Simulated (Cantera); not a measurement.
Feed: 1 mol SiCl4, 6.1 mol NH3, a varied amount of H2, held at 1075 K and 15.8 Torr.

Cantera equilibrium calculation (NASA polynomials, part measured and part estimated; ideal gas, pure solids and liquids). Candidate condensed phases: NH4Cl, Si, Si3N4; 28 gas species. The tables' values for SiCl3 are old estimates; treat these amounts as uncertain. Equilibrium is a limit: real reactors are often held back by kinetics, nucleation or transport.

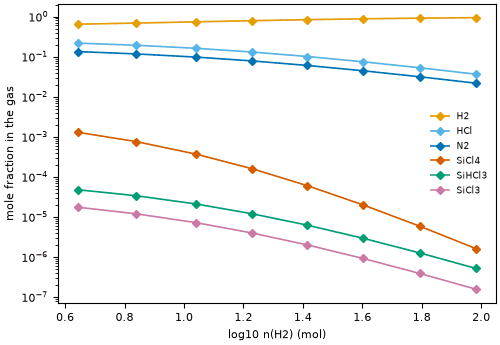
Figure. Equilibrium gas composition (values under 1e-9 drawn at 1e-9)

### Question
Read off the mole fractions at 4.4 mol H2.

### Answer
H2 about 0.65, HCl about 0.22, N2 about 0.13, SiCl4 about 0.0013, SiHCl3 about 4.8e-5, SiCl3 about 1.7e-5.
